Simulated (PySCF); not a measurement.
B(OH)(OMe)(iPr), SMILES CC(C)B(OC)O (C4H11BO2), singlet at its GFN2-xTB optimised geometry (Å):

```
18

B     -0.1449    -0.1368     0.0000
O     -0.7217    -1.3610     0.0022
H     -0.0917    -2.0829     0.0037
O      1.2141    -0.1368     0.0000
C      2.0742     0.9713    -0.0006
H      2.7019     0.9264     0.8930
H      2.7124     0.9166    -0.8861
H      1.5312     1.9178    -0.0089
C     -1.1232     1.1445     0.0000
C     -1.9870     1.1566     1.2674
C     -2.0293     1.1280    -1.2372
H     -0.5574     2.0829    -0.0204
H     -2.6703     2.0044     1.2564
H     -2.5681     0.2404     1.3258
H     -1.3642     1.2252     2.1569
H     -1.4369     1.1761    -2.1483
H     -2.7124     1.9759    -1.2225
H     -2.6113     0.2106    -1.2550
```

Calculation: PySCF with PBE0/def2-SVP. Cells within 0.4 Å of a nucleus heavier than hydrogen are left out (blank, or x).

Map of the electrostatic potential (hartree/e), clipped to [-0.08, 0.12] on the plane z = 1.2 Å:

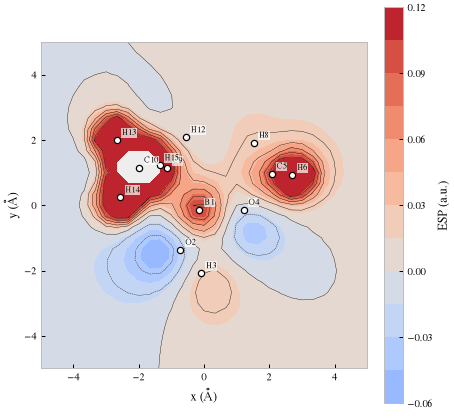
Figure. Electrostatic potential (hartree/e), clipped to [-0.08, 0.12] on the plane z = 1.2 Å.
